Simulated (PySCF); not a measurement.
**C6H12O: one change and its effect**

System: C6H12O.
Method of run A: GIAO wB97X-D/pcSseg-1 NMR shielding, non-relativistic, gas phase (PySCF 2.14.0).

The geometry comes from this level: PBE0-D3(BJ)/def2-SVP. Text and figures count atoms from 1; the logs count them from 0 in places.

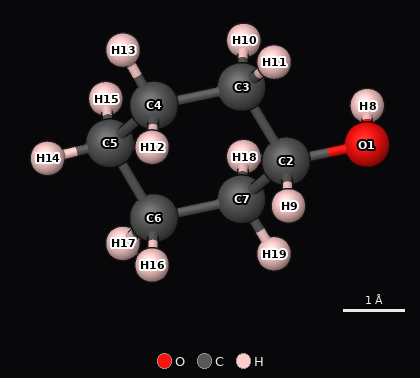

The input geometry (ball-and-stick view, seen at an oblique angle; atoms are numbered from 1 in the order of the input).

Input, run A:
```
{"job": {"kind": "nmr", "xc": "wB97X-D", "basis": "pcSseg-1", "pop": false}, "charge": 0, "multiplicity": 1}
O      2.433596     0.761426    -0.032958
C      1.124143     0.357475     0.280443
C      0.075183     1.246787    -0.379966
C     -1.345117     0.813998    -0.030858
C     -1.579448    -0.654559    -0.371115
C     -0.538949    -1.549400     0.295192
C      0.879364    -1.110549    -0.054768
H      2.544429     0.668413    -0.985838
H      1.039432     0.479640     1.375536
H      0.217635     1.190136    -1.476669
H      0.259284     2.294106    -0.093097
H     -1.514263     0.967229     1.050325
H     -2.077255     1.453768    -0.548962
H     -2.595920    -0.960512    -0.075633
H     -1.522026    -0.786167    -1.466982
H     -0.671097    -1.504470     1.391352
H     -0.693936    -2.602499     0.011185
H      1.049711    -1.248871    -1.140155
H      1.630744    -1.727983     0.462278
```

The first line tells a small driver script what to run in PySCF; the rest is the geometry in Å.

Hardware: 1 CPU thread, shared host.

Output (run A):
```
coarse grid: 15048 points
cycle   1  E = -310.8233906177  dE =  1.084e+00  |g| = 6.305e-01  |ddm| = 3.671e+00
cycle   2  E = -310.8264060585  dE = -3.015e-03  |g| = 6.701e-01  |ddm| = 9.384e-01
cycle   3  E = -310.9000249498  dE = -7.362e-02  |g| = 5.211e-02  |ddm| = 4.909e-01
cycle   4  E = -310.9005019352  dE = -4.770e-04  |g| = 2.517e-02  |ddm| = 5.410e-02
cycle   5  E = -310.9006527428  dE = -1.508e-04  |g| = 4.736e-03  |ddm| = 2.464e-02
cycle   6  E = -310.9006584147  dE = -5.672e-06  |g| = 6.655e-04  |ddm| = 5.245e-03
final grid: 142920 points
cycle   7  E = -310.9588253048  dE = -2.135e-04  |g| = 4.014e-03  |ddm| = 5.180e-02
cycle   8  E = -310.9588295930  dE = -4.288e-06  |g| = 2.765e-03  |ddm| = 1.042e-02
cycle   9  E = -310.9588313337  dE = -1.741e-06  |g| = 5.603e-04  |ddm| = 2.445e-03
cycle  10  E = -310.9588314582  dE = -1.245e-07  |g| = 1.409e-04  |ddm| = 1.413e-03
cycle  11  E = -310.9588314622  dE = -4.015e-09  |g| = 7.104e-05  |ddm| = 2.371e-04
cycle  12  E = -310.9588314633  dE = -1.133e-09  |g| = 1.137e-05  |ddm| = 9.429e-05
cycle  13  E = -310.9588314634  dE = -5.002e-11  |g| = 1.986e-06  |ddm| = 2.658e-05
converged SCF energy = -310.9588314634

GIAO shielding tensors (ppm)
atom      isotropic    diamagn.    paramagn.     s11        s22        s33       span
  0 O      262.742     389.375    -126.634    235.448    260.935    291.843     56.395
  1 C      113.899     244.192    -130.293     90.612    100.830    150.255     59.643
  2 C      144.893     247.956    -103.063    132.618    142.727    159.335     26.717
  3 C      157.724     246.821     -89.098    152.717    155.013    165.441     12.725
  4 C      157.302     246.778     -89.476    152.911    157.494    161.502      8.591
  5 C      157.720     246.822     -89.102    152.705    155.016    165.438     12.733
  6 C      144.917     247.999    -103.082    132.655    142.764    159.331     26.675
  7 H       31.949      32.637      -0.688     24.057     29.782     42.008     17.951
  8 H       28.333      30.886      -2.552     24.823     28.937     31.241      6.418
  9 H       30.784      31.853      -1.069     27.759     29.713     34.881      7.122
 10 H       29.436      30.178      -0.742     25.214     28.052     35.043      9.829
 11 H       30.238      30.606      -0.368     26.406     28.274     36.033      9.627
 12 H       29.829      29.318       0.511     24.758     27.699     37.029     12.272
 13 H       29.969      29.070       0.898     25.295     27.655     36.955     11.660
 14 H       30.481      30.506      -0.025     26.977     28.210     36.256      9.279
 15 H       30.238      30.499      -0.261     26.407     28.275     36.032      9.625
 16 H       29.829      29.132       0.698     24.758     27.700     37.030     12.272
 17 H       30.783      31.755      -0.972     27.755     29.710     34.884      7.129
 18 H       29.436      30.014      -0.579     25.212     28.049     35.046      9.833
```

Run B used a changed input.

The two runs side by side:

```csv
quantity,run A,run B
outcome,converged,converged
total energy (hartree),−310.958831,−310.948208
HOMO (eV),−9.44,−7.24
LUMO (eV),3.20,1.41
dipole moment (D),1.77,1.72
shielding of O1 (ppm),262.7,257.6
shielding of C2 (ppm),113.9,113.0
shielding of C3 (ppm),144.9,143.8
shielding of C4 (ppm),157.7,156.0
shielding of C5 (ppm),157.3,155.6
shielding of C6 (ppm),157.7,156.0
shielding of C7 (ppm),144.9,143.8
SCF iterations,13,12
basis functions,179,179
wall time (shared host),29 s,22 s
```

What was changed in the input?

The change (lines with − go, lines with + come):
```diff
-"xc": "wB97X-D"
+"xc": "B97-2"
```

The total energies belong to different methods, so their difference says nothing on which is more stable or more accurate. The HOMO goes from −9.44 to −7.24 eV. The LUMO goes from 3.20 to 1.41 eV. The dipole moment goes from 1.77 to 1.72 D. Of all shieldings, the largest change is that of O1, by −5.1 ppm. The functional changes from wB97X-D to B97-2. The SCF takes 12 iterations against 13.

Output (run B):
```
coarse grid: 15048 points
cycle   1  E = -310.8031339039  dE =  7.266e-01  |g| = 6.832e-01  |ddm| = 3.713e+00
cycle   2  E = -310.7396682586  dE =  6.347e-02  |g| = 9.118e-01  |ddm| = 1.400e+00
cycle   3  E = -310.8994407626  dE = -1.598e-01  |g| = 6.906e-02  |ddm| = 8.735e-01
cycle   4  E = -310.9001314355  dE = -6.907e-04  |g| = 3.672e-02  |ddm| = 7.806e-02
cycle   5  E = -310.9004326965  dE = -3.013e-04  |g| = 6.779e-03  |ddm| = 3.688e-02
cycle   6  E = -310.9004425840  dE = -9.888e-06  |g| = 1.240e-03  |ddm| = 7.674e-03
final grid: 142920 points
cycle   7  E = -310.9482048930  dE = -8.581e-05  |g| = 4.141e-03  |ddm| = 3.606e-02
cycle   8  E = -310.9482021536  dE =  2.739e-06  |g| = 5.782e-03  |ddm| = 7.353e-03
cycle   9  E = -310.9482078813  dE = -5.728e-06  |g| = 3.945e-04  |ddm| = 4.415e-03
cycle  10  E = -310.9482079047  dE = -2.349e-08  |g| = 2.077e-04  |ddm| = 5.641e-04
cycle  11  E = -310.9482079144  dE = -9.662e-09  |g| = 3.455e-05  |ddm| = 1.740e-04
cycle  12  E = -310.9482079147  dE = -2.902e-10  |g| = 5.507e-06  |ddm| = 3.757e-05
converged SCF energy = -310.9482079147

GIAO shielding tensors (ppm)
atom      isotropic    diamagn.    paramagn.     s11        s22        s33       span
  0 O      257.619     388.838    -131.218    229.882    256.923    286.053     56.171
  1 C      113.050     244.598    -131.548     90.209    100.592    148.348     58.139
  2 C      143.770     248.002    -104.233    131.711    141.304    158.294     26.583
  3 C      155.982     247.074     -91.092    150.440    153.285    164.220     13.780
  4 C      155.624     246.964     -91.339    151.006    156.519    159.348      8.342
  5 C      155.979     247.068     -91.089    150.432    153.285    164.220     13.787
  6 C      143.794     248.038    -104.243    131.749    141.340    158.295     26.547
  7 H       31.997      32.612      -0.615     24.221     29.827     41.944     17.723
  8 H       28.303      30.958      -2.655     24.836     28.915     31.157      6.321
  9 H       30.751      31.868      -1.117     27.779     29.719     34.756      6.977
 10 H       29.404      30.202      -0.798     25.290     28.054     34.868      9.577
 11 H       30.169      30.661      -0.493     26.391     28.269     35.847      9.456
 12 H       29.757      29.309       0.448     24.751     27.701     36.819     12.068
 13 H       29.922      29.060       0.862     25.368     27.661     36.737     11.368
 14 H       30.432      30.540      -0.108     26.979     28.218     36.097      9.117
 15 H       30.169      30.552      -0.382     26.392     28.270     35.846      9.454
 16 H       29.758      29.114       0.644     24.751     27.702     36.820     12.069
 17 H       30.750      31.766      -1.016     27.775     29.716     34.759      6.984
 18 H       29.403      30.032      -0.628     25.289     28.050     34.870      9.582
```
